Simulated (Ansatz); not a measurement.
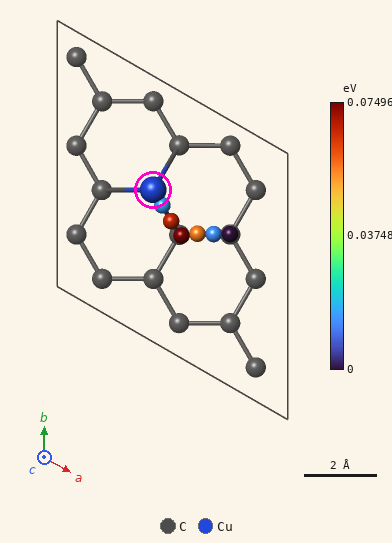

A nudged-elastic-band calculation for Cu on graphene monolayer (19 atoms in the cell). Images are numbered from 0 (start) to 6 (end). The start is drawn whole; smaller spheres mark the moving atoms (Cu) in the later images, joined by lines and coloured by the energy of the image relative to the start. A ball-and-stick model of the simulation cell, with the vacuum cut short (origin moved), seen along the c axis. The moving atom is ringed, with any periodic copies. Bonds to atoms that aren't drawn are left out.

Computed with DFT r2SCAN, scalar-relativistic, plane waves, PAW in Ansatz 0.2.0. Settings: plane-wave cutoff 500 eV; k-point mesh 2 × 2 × 1; Gaussian smearing 0.05 eV; spin collinear; 5 movable images; climbing image; force threshold 0.03 eV/Å; iteration limit 15; starting path by image-dependent pair potential.

### Describe the path and its energy.

The adsorbate starts on a hollow site and hops by a lattice vector of the surface; other mechanisms, such as exchange with a surface atom, weren't searched. The Cu atom travels furthest, 2.47 Å from end to end, on a path that bends up to 0.71 Å away from the straight line. At the highest image its nearest neighbour (C) is 2.05 Å away, against 2.05 Å at the start, and the surrounding atoms stand up to 0.08 Å off the mean of their end positions. The two ends have the same energy, and the highest point, image 3, lies 0.075 eV above the start. The band is converged.

Limits of the set-up: the k-point mesh is coarse for a cell with partly filled bands; the periodic images lie only 7.4 Å apart, so the values are limited by the cell's size.

The run took 57 min on 4 threads of AMD EPYC 7B13 (Zen 3), with other jobs on the host, peak memory 7.1 GiB.
